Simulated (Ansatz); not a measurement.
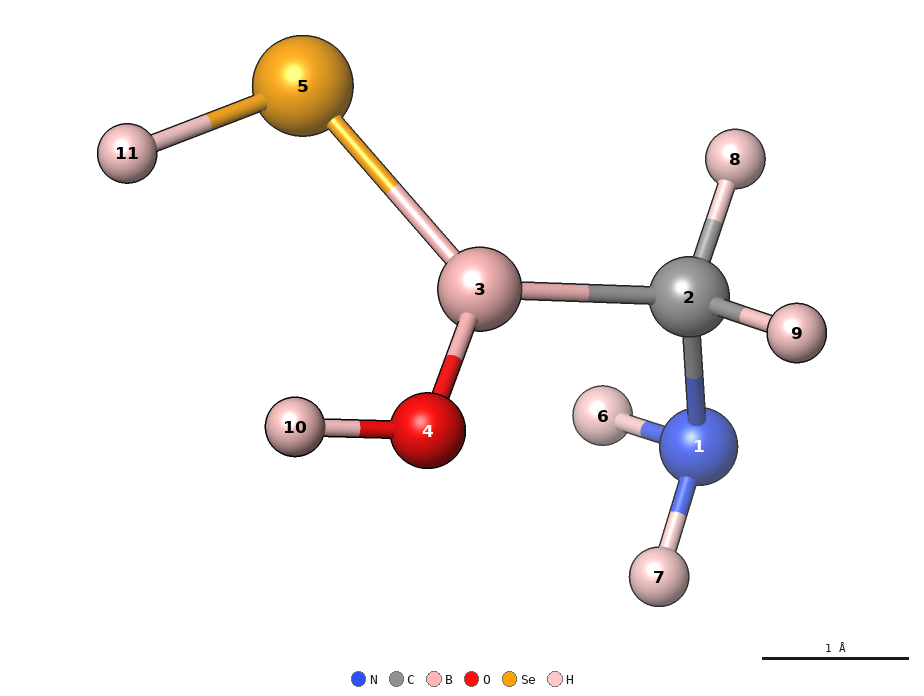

Orthographic view. Depth is shown by fading: the farther an atom, the more it takes the colour of the background. The geometry was computed by an optimisation with PBE0-D4/def2-TZVP. No frequency run is at hand to confirm it as a minimum.

Write a MOL file (V2000) with the atoms in numerical order, bonds sorted by atom number with the orders drawn, and coordinates in the frame of the picture: x right, y up, z towards the viewer, origin at the mean position.

```
CH6BNOSe
                    3D

 11 10  0  0  0  0  0  0  0  0999 V2000
    1.1700   -0.8100   -1.1800 N   0  0  0  0  0  0  0  0  0  0  0  0
    1.1100    0.2200   -0.1300 C   0  0  0  0  0  0  0  0  0  0  0  0
   -0.3400    0.2700    0.5000 B   0  0  0  0  0  0  0  0  0  0  0  0
   -0.7000   -0.7000    1.3700 O   0  0  0  0  0  0  0  0  0  0  0  0
   -1.5600    1.6700   -0.1400 Se  0  0  0  0  0  2  0  0  0  0  0  0
    0.5100   -0.6000   -1.9200 H   0  0  0  0  0  0  0  0  0  0  0  0
    0.9000   -1.7100   -0.8000 H   0  0  0  0  0  0  0  0  0  0  0  0
    1.4300    1.1700   -0.5600 H   0  0  0  0  0  0  0  0  0  0  0  0
    1.8500   -0.0300    0.6400 H   0  0  0  0  0  0  0  0  0  0  0  0
   -1.6100   -0.6800    1.6600 H   0  0  0  0  0  0  0  0  0  0  0  0
   -2.7700    1.2100    0.5600 H   0  0  0  0  0  0  0  0  0  0  0  0
  1  2  1  0
  1  6  1  0
  1  7  1  0
  2  3  1  0
  2  8  1  0
  2  9  1  0
  3  4  1  0
  3  5  1  0
  4 10  1  0
  5 11  1  0
M  END
```
